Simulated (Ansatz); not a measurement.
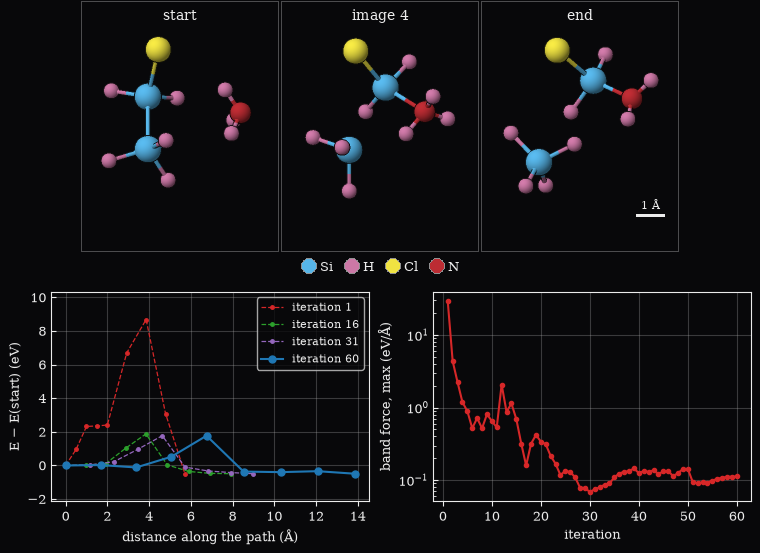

NEB run on Si2NH8Cl, made up at the start of Si$_{2}$H$_{5}$Cl and NH$_{3}$. Images are numbered from 0 (start) to 8 (end). The plot follows the band through its iterations. The picture is a ball-and-stick view, seen at a tilt.

The calculation used UKS B3LYP-D4/cc-pVDZ (Ansatz). Set-up: 7 movable images; climbing image; force threshold 0.05 eV/Å; iteration limit 60; starting path through a guess of the saddle point.

Question: How did the profile develop, and is the result final?

Answer: The result isn't final. The band hadn't converged when the run stopped after 60 iterations. The largest component of the band force went from 29 to 0.11 eV/Å. The barrier read from it is provisional, though the highest image hardly moved in the last two iterations. The first iteration put the highest image at 8.69 eV. Relative to the start the highest point is image 4 at +1.77 eV and the end lies at −0.49 eV, but the profile dips to −0.12 eV at image 2 on the way, so there may be more than one step; on an unconverged band the side maxima are provisional.

Limits of the set-up: the start holds two separate molecules, 2.5 Å apart at their closest, whose relative position is a soft coordinate.
